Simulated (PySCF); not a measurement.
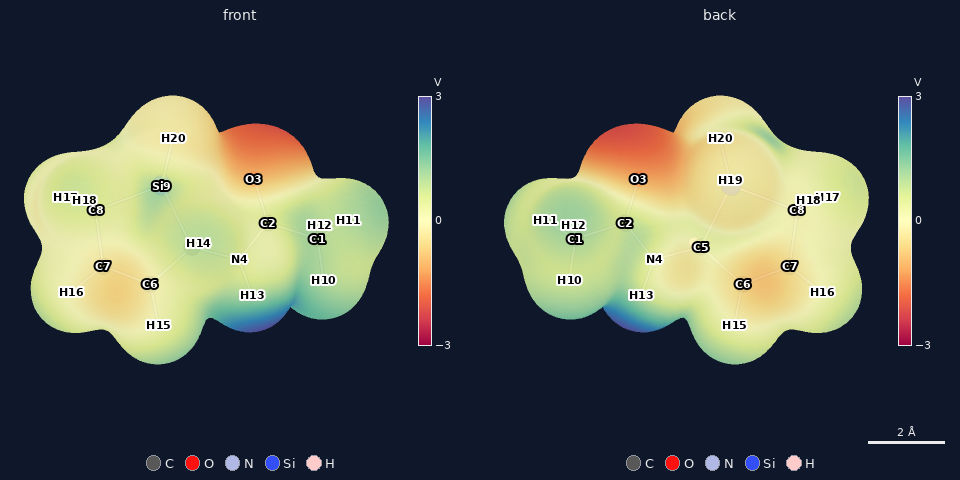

The picture shows: C6H11NOSi. The electrostatic potential painted on the density surface at 0.004 e/bohr³, seen from the front and from behind; the colour scale runs from red (negative) to blue (positive).

Geometry: PBE0-D3(BJ)/def2-SVP.

The calculation used PBE0/pcSseg-1, SCF density, gas phase, non-relativistic (PySCF).

Input

```
{"job": {"kind": "nmr", "xc": "PBE0", "basis": "pcSseg-1"}, "charge": 0, "multiplicity": 1}
C      2.854446    -0.164935     0.234349
C      1.494554     0.477121     0.193864
O      1.296603     1.530444    -0.400940
N      0.494705    -0.154437     0.843519
C     -0.823452     0.432298     0.904730
C     -1.952316    -0.555752     0.801027
C     -3.064629    -0.162663     0.160693
C     -3.092395     1.218420    -0.427915
Si    -1.219903     1.622455    -0.559848
H      2.865453    -1.141127     0.738020
H      3.549979     0.515439     0.746847
H      3.216223    -0.280307    -0.796794
H      0.693969    -0.998716     1.364766
H     -0.922899     1.013203     1.846790
H     -1.874653    -1.541712     1.275105
H     -3.932320    -0.827779     0.083648
H     -3.642693     1.257627    -1.381598
H     -3.602295     1.924955     0.253815
H     -0.786881     1.106197    -1.889364
H     -0.964884     3.074206    -0.351407
```

Run with:

```sh
OMP_NUM_THREADS=1 python probes_run.py task.json out
```

Describe the electrostatic potential map.

The most negative region (about −2.1 V) lies over O3, the most positive (about +2.8 V) over H13. O3 is the likeliest acceptor of a hydrogen bond.

How polar is the molecule by this calculation?

Its dipole moment is 3.58 D.
